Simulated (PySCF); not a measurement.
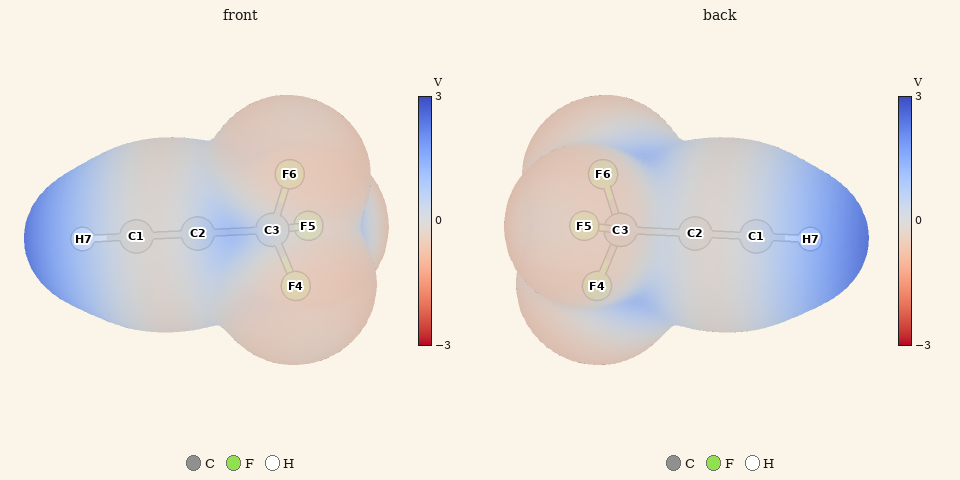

Figure. C3HF3 (SMILES C#CC(F)(F)F). The electrostatic potential painted on the density surface at 0.002 e/bohr³, seen from the front and from behind; red is negative and blue positive.

Geometry: GFN2-xTB.

The calculation used PBE0/pcSseg-1, SCF density, gas phase, non-relativistic in PySCF 2.14.0.

Input

```
{"job": {"kind": "nmr", "xc": "PBE0", "basis": "pcSseg-1"}, "charge": 0, "multiplicity": 1}
C      1.747063    -0.137624     0.013814
C      0.554807    -0.043446     0.001916
C     -0.898499     0.071844    -0.012932
F     -1.446711    -0.629482    -1.016353
F     -1.448937    -0.379198     1.123974
F     -1.298998     1.343351    -0.161843
H      2.794607    -0.220541     0.024346
```

Command:

```sh
OMP_NUM_THREADS=1 python probes_run.py task.json out
```

Question: Which sites attract a positive test charge, and which a negative one?

Answer: A positive charge is drawn to the negative regions and a negative charge to the positive ones. The most negative region (about −0.5 V) lies over F4, F5 and F6, the most positive (about +2.2 V) over H7.

Question: How polar is the molecule by this calculation?

Answer: Its dipole moment is 2.51 D.
